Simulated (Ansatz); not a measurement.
## MoS2 (P6_3/mmc): refractive index against wavelength

The refractive index of MoS2 (P6_3/mmc) along x below the direct gap (1.65 eV on the mesh) is read from one computed spectrum, n = √(Re ε). x, y and z are the Cartesian axes of the input cell.

Cell: a, b, c = 3.169, 3.169, 12.324 Å (primitive vectors), 6 atoms.

Method: Ansatz 0.2.0, PBE, independent particles, k-mesh 9×9×2 with interpolation inside its cells, Gaussian parameter 0.1 eV.

Launch of the response step: `ansatz run input.yaml --threads 4 --pin off --max-ram 8192MiB --backend cpu --events-out ev --progress --plain --runs-dir out`. The run took 84 s, on 4 threads of Intel(R) Xeon(R) Processor @ 2.50GHz (Skylake/Cascade Lake), on a shared host.

```tsv
wavelength (nm)	photon energy E (eV)	n
3000	0.413	4.0560
2000	0.620	4.0998
1550	0.800	4.1557
1310	0.946	4.2168
1064	1.165	?
```

In the single-oscillator model n² − 1 = E₀E_d/(E₀² − E²), so 1/(n² − 1) = E₀/E_d − E²/(E₀E_d) is linear in E².

Working, on the rows shown:

| x = E² (eV²) | y = 1/(n² − 1) |
| --- | --- |
| 0.170801 | 0.0647202 |
| 0.384302 | 0.0632577 |
| 0.639837 | 0.0614634 |
| 0.895757 | 0.0595898 |

Means: x̄ = 0.52267, ȳ = 0.062258. Σ(x − x̄)(y − ȳ) = -0.002093, Σ(x − x̄)² = 0.2959. Slope = -0.002093 / 0.2959 = -0.007075; intercept = ȳ − slope · x̄ = 0.065956. Turned back into n, the line misses the rows shown by at most 0.0011.

**Question.** Predict the last column of the withheld row from the fit.

**Answer.** At x = 1.3578 the line gives y = 0.056349, that is 4.3297. The run gave 4.3439, so the extrapolation is off by 0.014, 5 % of the range in the table.

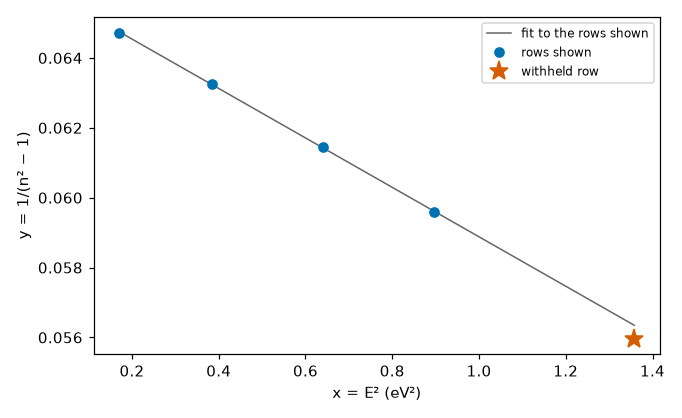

Refitted with all rows, the slope is -0.007378 and the intercept 0.066087. These give E₀ = √(intercept/−slope) = 2.99 eV and E_d = E₀/intercept = 45.3 eV; E₀ is 1.8 times the direct gap. The electronic limit at long wavelengths, without lattice vibrations, is n = √(1 + 1/intercept) = 4.016. The cell comes from an older database entry, whose edges can be off by a per cent or so. Excitons are left out and so are local fields; PBE gaps are as a rule too small. Spin-orbit coupling is left out.

[Logs are printed without paths, hosts, clocks, repeated set-up lines and the standing remarks that a program may print on its own settings, such as how far it seeks lower states.]
